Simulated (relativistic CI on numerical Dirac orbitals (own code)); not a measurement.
# Mo⁵⁺: 4p photoemission multiplets

Wanted: the shape of the 4p photoemission spectrum of Mo⁵⁺ in 3 surroundings, from the same atomic integrals.

Method: Dirac-Coulomb-Breit CI, KLI orbitals optimised for each configuration, model QED (radiative potential, 1s self-energy scaled to tabulated hydrogen-like ionisation energies), valence Slater integrals scaled by 0.8, multiplet model of photoemission in the sudden approximation in a parametric crystal field. Code: relativistic CI on numerical Dirac orbitals (own code) version 1.

## Step 1: The atom as given

| Property | Result |
| --- | --- |
| ion | Mo⁵⁺ (Mo VI) |
| nuclear charge | 42 |
| electrons | 37 |
| configurations | [Kr] 4d → [Ar] 3d10 4s2 4p5 4d |
| temperature | 300 K |
| widths | Lorentz 1.2 eV, Gauss 0.6 eV |
| surrounding 1 | D3d, 10Dq = 37550, Dsigma = 240, Dtau = 300 cm⁻¹ |
| surrounding 2 | D3d, 10Dq = 37550, Dsigma = 720, Dtau = 300 cm⁻¹ |
| surrounding 3 | D3d, 10Dq = 37550, Dsigma = 1200, Dtau = 300 cm⁻¹ |

## Step 2: Surrounding 1: D3d, 10Dq = 37550, Dsigma = 240, Dtau = 300

Settings, as recorded:

```ini
atom Mo  Z=42  charge=5  electrons=37
nucleus A=98  rms_radius_fm=4.4091
hamiltonian dirac-coulomb  breit=on  qed=on  c_scale=1
orbitals kli  potential=per-configuration
slater_scale 0.8
correlation none
mixing on
configurations
  [Kr] 4d
  [Ar] 3d10 4s2 4p5 4d
end
photoemission 4p T=300 lorentz=1.2 gauss=0.6
crystal_field D3d 10Dq=37550 Dsigma=240 Dtau=300
```

Main fields of the result record, rounded:

```text
{
  "status": "converged",
  "curve, one point in 3 above 2 % of the maximum [energy, intensity] [eV; 1/eV]": [
    [100.6, 0.003653],
    [101.2, 0.004417],
    [101.8, 0.005463],
    [102.4, 0.00696],
    [103, 0.009224],
    [103.6, 0.01293],
    [104.2, 0.01976],
    [104.8, 0.03472],
    [105.4, 0.07271],
    [106, 0.1353],
    [106.6, 0.1693],
    [107.2, 0.1691],
    [107.8, 0.1509],
    [108.4, 0.1112],
    [109, 0.08645],
    [109.6, 0.1101],
    [110.2, 0.1269],
    [110.8, 0.09303],
    [111.4, 0.05825],
    [112, 0.04368],
    [112.6, 0.03819],
    [113.2, 0.02378],
    [113.8, 0.01485],
    [114.4, 0.01244],
    [115, 0.01084],
    [115.6, 0.007199],
    [116.2, 0.004952],
    [116.8, 0.003819],
    [121.2, 0.004565],
    [121.8, 0.009249],
    [122.4, 0.01473],
    [123, 0.009461],
    [123.6, 0.004338]
  ],
  "sticks, the strongest [energy, strength] [eV, share]": [
    [105.87, 0.04786],
    [106.12, 0.1189],
    [106.73, 0.03015],
    [106.74, 0.07768],
    [106.8, 0.05115],
    [107.49, 0.06133],
    [107.66, 0.07372],
    [108.03, 0.03161],
    [108.29, 0.05175],
    [109.62, 0.03087],
    [110.02, 0.06834],
    [110.19, 0.06835],
    [110.36, 0.04215],
    [112.45, 0.03209]
  ],
  "centroid [eV]": 108.798,
  "spread [eV]": 3.09615,
  "peak [eV]": 106.8,
  "ground_S": 0.5,
  "radial 4p5 4d [Ha, bohr]": {"<r^-3>(4p)": 65.561, "<r^1>(4p)": 1.1536, "<r^2>(4p)": 1.5073, "<r^4>(4p)": 3.3927, "zeta(4p)": 0.06837, "<r^-3>(4d)": 6.9013, "<r^1>(4d)": 1.3801, "<r^2>(4d)": 2.1839, "<r^4>(4d)": 7.468, "F2(4p,4d)": 0.3613, "G1(4p,4d)": 0.45504, "G3(4p,4d)": 0.28255, "zeta(4d)": 0.0051316}
}
```

Run time: 0.22 s. Hardware: 1 thread, shared host.

## Step 3: Surrounding 2: D3d, 10Dq = 37550, Dsigma = 720, Dtau = 300

Settings: those of step 2 with these lines changed.

```diff
@@ -12,2 +12,2 @@
 photoemission 4p T=300 lorentz=1.2 gauss=0.6
-crystal_field D3d 10Dq=37550 Dsigma=240 Dtau=300
+crystal_field D3d 10Dq=37550 Dsigma=720 Dtau=300
```

Main fields:

```text
{
  "status": "converged",
  "curve, one point in 4 above 2 % of the maximum [energy, intensity] [eV; 1/eV]": [
    [100.6, 0.003642],
    [101.4, 0.00471],
    [102.2, 0.006364],
    [103, 0.009158],
    [103.8, 0.01456],
    [104.6, 0.02761],
    [105.4, 0.07074],
    [106.2, 0.1531],
    [107, 0.1737],
    [107.8, 0.1507],
    [108.6, 0.09936],
    [109.4, 0.0928],
    [110.2, 0.1283],
    [111, 0.08507],
    [111.8, 0.04606],
    [112.6, 0.03667],
    [113.4, 0.02045],
    [114.2, 0.01239],
    [115, 0.0108],
    [115.8, 0.006489],
    [116.6, 0.004182],
    [121.2, 0.004158],
    [122, 0.01043],
    [122.8, 0.01261],
    [123.6, 0.004711]
  ],
  "sticks, the strongest [energy, strength] [eV, share]": [
    [105.95, 0.05383],
    [106.17, 0.1293],
    [106.82, 0.09585],
    [106.92, 0.05404],
    [107.59, 0.0527],
    [107.76, 0.07655],
    [110.05, 0.06596],
    [110.3, 0.09304]
  ],
  "centroid [eV]": 108.799,
  "spread [eV]": 3.08716,
  "peak [eV]": 106.8,
  "ground_S": 0.5
}
```

It took 0.22 s on 1 thread, shared host.

## Step 4: Surrounding 3: D3d, 10Dq = 37550, Dsigma = 1200, Dtau = 300

Settings: those of step 3 with these lines changed.

```diff
@@ -12,2 +12,2 @@
 photoemission 4p T=300 lorentz=1.2 gauss=0.6
-crystal_field D3d 10Dq=37550 Dsigma=720 Dtau=300
+crystal_field D3d 10Dq=37550 Dsigma=1200 Dtau=300
```

Main fields:

```text
{
  "status": "converged",
  "curve, one point in 4 above 2 % of the maximum [energy, intensity] [eV; 1/eV]": [
    [100.6, 0.003638],
    [101.4, 0.004704],
    [102.2, 0.006351],
    [103, 0.00913],
    [103.8, 0.01448],
    [104.6, 0.02731],
    [105.4, 0.06967],
    [106.2, 0.1547],
    [107, 0.1755],
    [107.8, 0.1505],
    [108.6, 0.1003],
    [109.4, 0.08848],
    [110.2, 0.1283],
    [111, 0.08809],
    [111.8, 0.04676],
    [112.6, 0.03479],
    [113.4, 0.02115],
    [114.2, 0.01222],
    [115, 0.01068],
    [115.8, 0.006774],
    [116.6, 0.004265],
    [121.4, 0.00458],
    [122.2, 0.01152],
    [123, 0.01107],
    [123.8, 0.004086]
  ],
  "sticks, the strongest [energy, strength] [eV, share]": [
    [106.01, 0.05956],
    [106.2, 0.1374],
    [106.88, 0.1111],
    [107.03, 0.05633],
    [107.7, 0.0457],
    [107.85, 0.1072],
    [110.09, 0.06345],
    [110.37, 0.1066]
  ],
  "centroid [eV]": 108.8,
  "spread [eV]": 3.08167,
  "peak [eV]": 106.8,
  "ground_S": 0.5
}
```

Wall time 0.22 s (1 thread, shared host).

## Step 5: The spectra side by side

| surrounding | ground S | centroid (eV) | spread (eV) | up to four highest peaks (% of the highest), eV |
| --- | --- | --- | --- | --- |
| 1: D3d | 0.50 | 108.80 | 3.10 | 106.8 (100), 110.0 (74), 122.4 (9) |
| 2: D3d | 0.50 | 108.80 | 3.09 | 106.8 (100), 110.2 (73), 122.4 (8) |
| 3: D3d | 0.50 | 108.80 | 3.08 | 106.8 (100), 110.2 (73), 122.6 (8) |

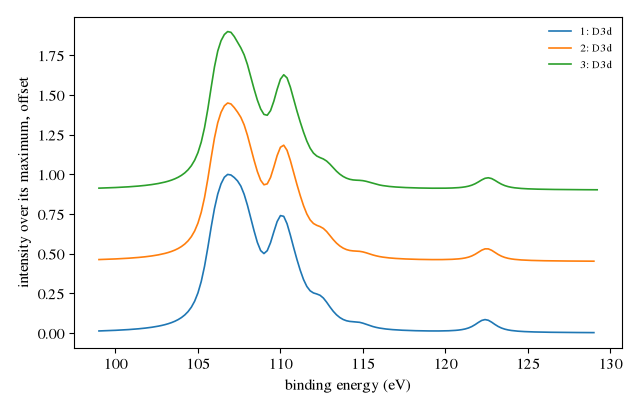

The spectra, each scaled to its maximum and offset.

## Step 6: What came out

| quantity | value |
| --- | --- |
| highest peak, first run | 106.8 eV |
| ground spin (effective S from ⟨S²⟩) | 0.50 |

The highest peak stays in place, within the step of the energy grid, in all surroundings. Energies are those of the free ion without screening by ligands; binding energies in solids differ by tens of eV.
